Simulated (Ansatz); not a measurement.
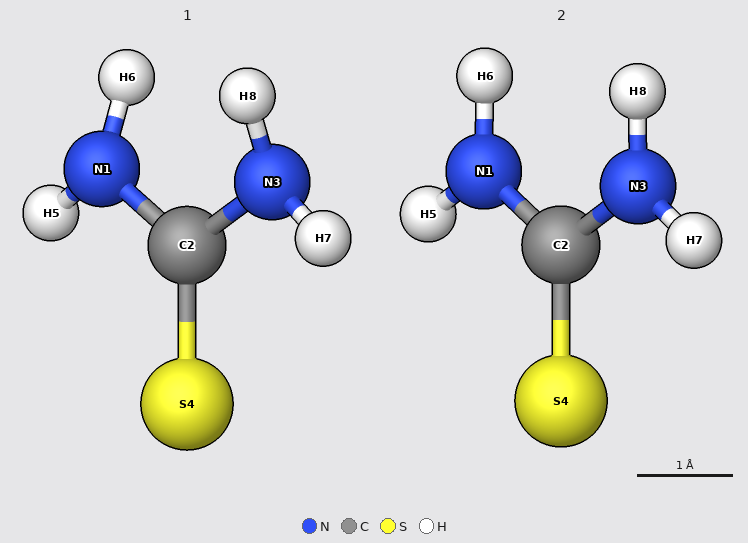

Two geometries of CH$_{4}$N$_{2}$S, drawn at one scale. One is the start of a relaxation, the other its converged end. Style: ball-and-stick. Shown from a free direction.

All numbers below come from Ansatz 0.2.0, RKS B3LYP/cc-pVDZ. Set-up: no spin polarisation; force threshold 0.015 eV/Å; at most 40 steps.

> Which of the two is the end point?

Structure 1 is the relaxed one. The run prepares an end point of a later path (torsion) calculation, from a guessed geometry. The largest moves after the best rigid fit, 0.23 Å, are those of H6 and H8. By element the largest moves are H 0.23 Å, N 0.13 Å, S 0.03 Å. C stays in place. Near-neighbour distances that change, for instance: C2–S4 1.648 → 1.677 Å, C2–N3 1.349 → 1.369 Å, N1–H6 1.005 → 1.017 Å, N1–H5 1.004 → 1.014 Å. Among the angles between lasting bonds that change: H5–N1–H6 119.4° → 115.5°, C2–N1–H6 122.6° → 118.7°, C2–N1–H5 117.9° → 114.6°. After 7 geometry steps the energy has fallen by 1.62 kcal/mol. The largest force component goes from 1.1 to 0.0026 eV/Å. The run took 28 s on 1 thread of Arm Neoverse V1, on a shared host, peak memory 0.15 GiB.
